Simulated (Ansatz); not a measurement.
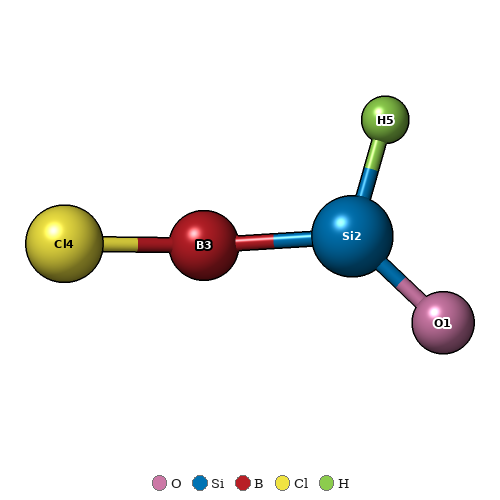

The system is BClHOSi, SMILES [O-][SiH]=BCl, charge −1; the picture shows the reference structure. Coordinates scanned: (1) bond length Si2–H5; (2) angle H5–Si2–B3. Nothing is relaxed (all other coordinates rigid). Grid: 15 × 15 points. Points are written as (first, second). All energies are given in kcal/mol relative to the lowest grid point. Level of theory: RHF/def2-SVPD (Ansatz).

Its coordinates:

| atom | x (Å) | y (Å) | z (Å) |
| --- | --- | --- | --- |
| O | 0.2985 | 2.1308 | -0.4313 |
| Si | 0.2060 | 0.7187 | 0.2004 |
| B | -0.5489 | -0.9026 | -0.3862 |
| Cl | -0.3550 | -2.5378 | -1.0672 |
| H | 0.3994 | 0.5909 | 1.6843 |

Range: bond length Si2–H5 from 1.262 to 1.952 Å; angle H5–Si2–B3 from 71.6 to 141.6°.

Q: What landscape does the calculation give?

A: The lowest grid point is at (1.508 Å, 106.6°). It is the only kind of minimum in the scanned range. The highest grid point, (1.952 Å, 141.6°), lies 45.8 kcal/mol above the lowest. Round the minimum the two coordinates are nearly uncoupled.

```
angle H5–Si2–B3 ↓, bond length Si2–H5 →  1.262  1.311  1.360  1.410  1.459  1.508  1.558  1.607  1.656  1.706  1.755  1.804  1.854  1.903  1.952
                                  141.6   44.7   37.6   32.7   29.4   27.6   27.0   27.3   28.3   29.9   32.0   34.3   37.0   39.9   42.8   45.8
                                  136.6   37.0   30.0   25.1   21.9   20.2   19.7   20.1   21.2   22.9   25.0   27.5   30.3   33.3   36.3   39.5
                                  131.6   30.6   23.7   18.8   15.7   14.1   13.6   14.0   15.2   17.0   19.2   21.8   24.7   27.8   30.9   34.2
                                  126.6   25.5   18.5   13.7   10.6    9.1    8.6    9.1   10.4   12.2   14.5   17.2   20.1   23.3   26.5   29.9
                                  121.6   21.5   14.6    9.8    6.8    5.2    4.8    5.4    6.6    8.5   10.9   13.6   16.6   19.8   23.1   26.5
                                  116.6   18.8   11.8    7.1    4.0    2.5    2.1    2.7    4.0    5.9    8.3   11.1   14.1   17.3   20.7   24.1
                                  111.6   17.2   10.2    5.5    2.4    0.9    0.5    1.1    2.4    4.3    6.8    9.5   12.5   15.8   19.1   22.6
                                  106.6   16.7    9.8    5.0    1.9    0.4    0.0    0.6    1.9    3.8    6.2    8.9   11.9   15.2   18.5   21.9
                                  101.6   17.4   10.4    5.6    2.5    0.9    0.5    1.1    2.3    4.2    6.6    9.3   12.2   15.4   18.7   22.1
                                   96.6   19.2   12.2    7.3    4.2    2.5    2.1    2.6    3.8    5.6    7.9   10.5   13.4   16.6   19.8   23.1
                                   91.6   22.1   15.0   10.1    6.9    5.2    4.6    5.0    6.2    7.9   10.1   12.7   15.5   18.6   21.7   24.9
                                   86.6   26.0   18.9   13.9   10.6    8.8    8.2    8.5    9.5   11.1   13.2   15.6   18.3   21.3   24.3   27.4
                                   81.6   31.1   23.9   18.8   15.3   13.4   12.6   12.8   13.7   15.1   17.1   19.4   21.9   24.7   27.5   30.5
                                   76.6   37.2   29.8   24.6   21.0   18.9   17.9   17.9   18.6   19.9   21.6   23.7   26.0   28.6   31.2   34.0
                                   71.6   44.2   36.7   31.2   27.5   25.1   24.0   23.7   24.1   25.1   26.6   28.4   30.4   32.7   35.1   37.6
```

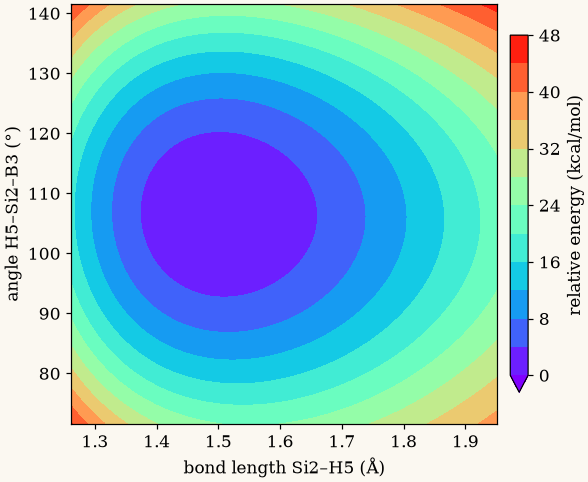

The picture shows filled contours. Between grid points the surface is interpolated.

Each point was launched as `ansatz run input.yaml --threads 1 --pin off --max-ram 2560MiB --backend cpu --events-out ev --progress --plain --runs-dir out`. The whole map (225 points run) took 14 min on 1 thread of Arm Neoverse V1, with other jobs on the host.
